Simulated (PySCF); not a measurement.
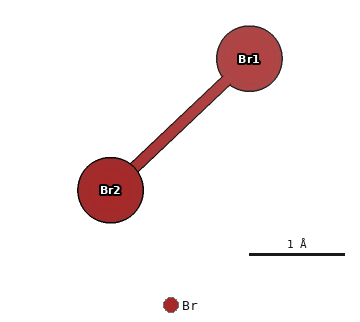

Figure 1. The input geometry of the first run (ball-and-stick view, seen at an oblique angle; atoms are numbered from 1 in the order of the input). Bond lengths as drawn: Br–Br 2.30 Å.

**Br$_{2}$: one change and its effect**

System: Br$_{2}$.
Method of the first run: TDDFT PBE0/aug-cc-pVDZ, vertical, gas phase, core orbitals frozen in the response (PySCF 2.14.0).

The geometry comes from this level: PBE0-D3(BJ)/def2-SVP. Text and figures count atoms from 1; the logs count them from 0 in places.

### Input file, the first run
```
{"job": {"kind": "uv", "xc": "PBE0", "basis": "aug-cc-pVDZ"}, "charge": 0, "multiplicity": 1}
Br     1.149408    -0.000000    -0.000000
Br    -1.149408     0.000000     0.000000
```

The first line tells a small driver script what to run in PySCF; the rest is the geometry in Å.

Command:
```bash
OMP_NUM_THREADS=1 python <driver script> task.json out
```

Hardware: 1 CPU thread, shared host.

### Output (the first run)
```
coarse grid: 14664 points
cycle   1  E = -5147.6486954525  dE = -1.946e+00  |g| = 1.107e-01  |ddm| = 2.132e+00
cycle   2  E = -5147.6504492701  dE = -1.754e-03  |g| = 7.234e-02  |ddm| = 2.953e-01
cycle   3  E = -5147.6518734708  dE = -1.424e-03  |g| = 1.437e-02  |ddm| = 1.539e-01
cycle   4  E = -5147.6519394220  dE = -6.595e-05  |g| = 1.862e-03  |ddm| = 1.890e-02
cycle   5  E = -5147.6519402388  dE = -8.168e-07  |g| = 1.253e-04  |ddm| = 4.315e-03
final grid: 26152 points
cycle   6  E = -5147.6519478504  dE = -4.649e-09  |g| = 6.168e-05  |ddm| = 6.640e-04
cycle   7  E = -5147.6519478510  dE = -5.784e-10  |g| = 3.528e-05  |ddm| = 2.916e-04
cycle   8  E = -5147.6519478512  dE = -2.456e-10  |g| = 1.126e-06  |ddm| = 1.031e-04
converged SCF energy = -5147.6519478512

Static polarisability (au): isotropic 42.290, principal 33.715 33.715 59.439

Singlet excitations
state   eV       nm        f      main configurations
  1   2.7275    454.6   0.00125   H->L 1.00
  2   2.7275    454.6   0.00125   H-1->L 1.00
  3   4.8869    253.7   0.00000   H-3->L 1.00
  4   4.8869    253.7   0.00000   H-2->L 1.00
  5   7.9023    156.9   0.00000   H->L+1 0.97
  6   7.9023    156.9   0.00000   H-1->L+1 0.97
  7   8.2317    150.6   0.64227   H-4->L 0.72, H-1->L+4 0.08, H->L+3 0.08
  8   8.4564    146.6   0.06397   H->L+2 0.99
  9   8.4564    146.6   0.06397   H-1->L+2 0.99
 10   8.8598    139.9   0.00000   H->L+3 0.30, H-1->L+4 0.30, H-1->L+3 0.19

Triplet excitations (Tamm-Dancoff, eV): 1.9879 1.9879 4.1577 4.1577
```

For the second run the input was changed thus:
```diff
-"basis": "aug-cc-pVDZ"
+"basis": "def2-TZVPD"
```

What does this change do to the results?

The total energy of the second run is 35.2 kcal/mol lower, which measures the change of basis and not a stability. The LUMO goes from −3.83 to −3.68 eV. The lowest excitation goes from 2.73 to 2.82 eV. The strongest computed line goes from 8.23 to 8.07 eV. The SCF takes 9 iterations against 8. The basis functions go from 72 to 114.

### Output (the second run)
```
coarse grid: 14664 points
cycle   1  E = -5147.6955494369  dE = -1.990e+00  |g| = 4.158e-01  |ddm| = 1.609e+00
cycle   2  E = -5147.7001699811  dE = -4.621e-03  |g| = 3.188e-01  |ddm| = 3.040e-01
cycle   3  E = -5147.7078347621  dE = -7.665e-03  |g| = 2.254e-02  |ddm| = 1.635e-01
cycle   4  E = -5147.7079464118  dE = -1.116e-04  |g| = 7.928e-03  |ddm| = 2.333e-02
cycle   5  E = -5147.7079626618  dE = -1.625e-05  |g| = 5.815e-04  |ddm| = 6.029e-03
cycle   6  E = -5147.7079627205  dE = -5.872e-08  |g| = 9.434e-05  |ddm| = 7.047e-04
final grid: 26152 points
cycle   7  E = -5147.7079749306  dE = -3.406e-09  |g| = 8.881e-05  |ddm| = 2.096e-04
cycle   8  E = -5147.7079749309  dE = -2.574e-10  |g| = 7.652e-05  |ddm| = 1.001e-04
cycle   9  E = -5147.7079749313  dE = -4.238e-10  |g| = 2.355e-06  |ddm| = 3.912e-05
converged SCF energy = -5147.7079749313

Static polarisability (au): isotropic 45.138, principal 36.557 36.557 62.301

Singlet excitations
state   eV       nm        f      main configurations
  1   2.8196    439.7   0.00120   H-1->L 1.00
  2   2.8196    439.7   0.00120   H->L 1.00
  3   5.0091    247.5   0.00000   H-3->L 1.00
  4   5.0091    247.5   0.00000   H-2->L 1.00
  5   7.6626    161.8   0.00000   H-1->L+2 0.95
  6   7.6626    161.8   0.00000   H->L+2 0.95
  7   8.0229    154.5   0.05950   H->L+1 0.99
  8   8.0229    154.5   0.05950   H-1->L+1 0.99
  9   8.0726    153.6   0.47021   H-4->L 0.49, H-1->L+3 0.13, H->L+4 0.13
 10   8.2675    150.0   0.00000   H->L+4 0.27, H-1->L+3 0.27, H-1->L+4 0.23

Triplet excitations (Tamm-Dancoff, eV): 2.0962 2.0962 4.2591 4.2591
```

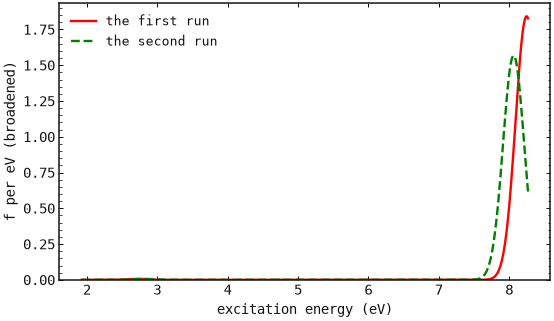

Figure 2. Absorption of the two runs from their computed states, each broadened by a Gaussian of 0.35 eV full width; the range ends where the shorter list of states ends.

### The two runs side by side

| quantity | the first run | the second run |
| --- | --- | --- |
| outcome | converged | converged |
| total energy (hartree) | −5147.651948 | −5147.707975 |
| HOMO (eV) | −8.20 | −8.16 |
| LUMO (eV) | −3.83 | −3.68 |
| dipole moment (D) | 0.00 | 0.00 |
| lowest excitation (eV) | 2.73 | 2.82 |
| SCF iterations | 8 | 9 |
| strongest computed line (eV) | 8.23 | 8.07 |
| basis functions | 72 | 114 |
| wall time (shared host) | 4 s | 7.5 s |

For both runs: Spin–orbit coupling is left out, which matters for the heavy atoms.
